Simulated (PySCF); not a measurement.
# AlO (oxoaluminum): UHF/3-21G

Aim: the vertical ionisation energy of AlO (oxoaluminum) at UHF/3-21G, from 2 runs. 

Program for the calculation: PySCF 2.14.0.

2 further runs of the same task are left out: 2 set aside as unsound or not needed.

### Step 1. The molecule

AlO: 2 atoms, total charge 0, spin state doublet. As SMILES, `[O]=[Al]`. The shape is that of a PBE0-D4/def2-TZVP optimisation.

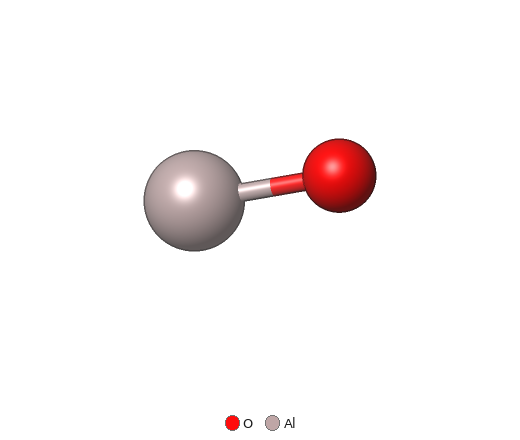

Viewed from a chosen angle; oxygen red, aluminium light grey.

### Step 2. A single-point energy at UHF/3-21G

Input file run.py:

```python
from pyscf import gto, scf

mol = gto.M(
    atom='''
O      0.000000     0.000000    -0.047092
Al     0.000000     0.000000     3.014056
''',
    basis='3-21g',
    charge=0,
    spin=1,
    max_memory=1860,
    verbose=3,
    unit='bohr',
)

myscf = scf.UHF(mol)
myscf.conv_tol = 1e-10
myscf.kernel()
if not myscf.converged:
    myscf = myscf.newton().run(myscf.mo_coeff, myscf.mo_occ)

e_final = myscf.e_tot
print('E(%s) = %.9f' % ('HF', e_final))
```

On the command line:

```sh
$ OMP_NUM_THREADS=1 python run.py
```

Output:

```text
converged SCF energy = -314.978304202465  <S^2> = 0.88571161  2S+1 = 2.1313954
E(HF) = -314.978304202
```

Wall time 0.5 s (1 thread of Arm Neoverse V2, shared host); peak memory 0.099 GiB.

### Step 3. The singlet cation

Input file start.xyz:

```xyz
2
AlO
O      0.000000     0.000000    -0.024920
Al     0.000000     0.000000     1.594970
```

Input file job.py:

```python
from pyscf import gto

system = gto.M(
    atom='start.xyz',
    charge=1,
    max_memory=1860,
    basis='3-21g',
    verbose=3,
)

calc0 = system.RHF()
calc0.conv_tol = 1e-10
calc0.kernel()
if not calc0.converged:
    calc0 = calc0.newton().run(calc0.mo_coeff, calc0.mo_occ)

etot = calc0.e_tot
print('Final energy', etot)
```

On the command line:

```sh
$ OMP_NUM_THREADS=1 python job.py
```

Output:

```text
converged SCF energy = -314.619884358995
Final energy -314.6198843589955
```

Run time: 0.54 s. Hardware: 1 thread of Arm Neoverse V2, shared host; peak memory 0.12 GiB.

### Step 4. Results

Level: UHF/3-21G.

```
                                          quantity          value
                         doublet AlO: total energy  -314.97830 Eh
                        doublet AlO: dipole moment         4.74 D
   doublet AlO: HOMO energy (highest over α and β)       -9.64 eV
    doublet AlO: LUMO energy (lowest over α and β)       -0.90 eV
                                 doublet AlO: ⟨S²⟩          0.886
                      singlet cation: total energy  -314.61988 Eh
                       singlet cation: HOMO energy      -18.82 eV
                       singlet cation: LUMO energy       -9.08 eV
                     singlet cation: HOMO–LUMO gap        9.74 eV
vertical ionisation energy (to the singlet cation)       9.753 eV
```

What this shows: The vertical ionisation energy comes to 9.75 eV (941 kJ/mol). Only the singlet of the ionised species was computed; a triplet could lie lower. ⟨S²⟩ (doublet AlO) is 0.89 where a pure doublet has 0.75: the reference is spin-contaminated.
